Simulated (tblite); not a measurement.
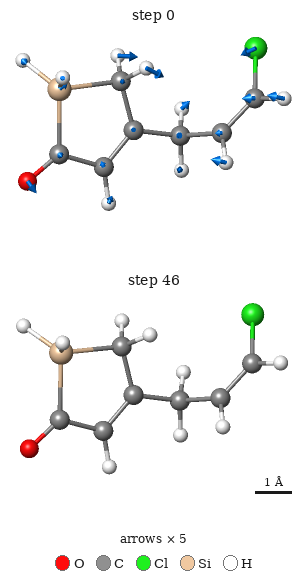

The structure of C7H9ClOSi before (top) and after (bottom) a relaxation, at one scale. The blue arrows give the displacements, magnified 5 times.

The picture is a ball-and-stick view, seen at a tilt.

Level of theory: tblite 0.8.0, GFN2-xTB geometry optimisation, gas phase. 

### Summarise the run.

Over 46 geometry steps the energy falls by 18.0 kJ/mol. The largest move after the best rigid fit is that of an H atom, 0.13 Å. Largest moves by element: H 0.13 Å, Cl 0.10 Å, O 0.09 Å, C 0.08 Å, Si 0.06 Å. Among the contacts that change: C–Si 1.881 → 1.929 Å, H–Si 1.490 → 1.461 Å, C–C 1.490 → 1.465 Å, C–C 1.344 → 1.322 Å. Among the angles between lasting bonds that change: O–C–Si 123.7° → 128.2°, H–C–H 109.8° → 105.5°, Si–C–H 109.2° → 113.4°. The run took 1.8 s on 1 thread of Intel(R) Xeon(R) Processor @ 2.50GHz, with other jobs on the host.
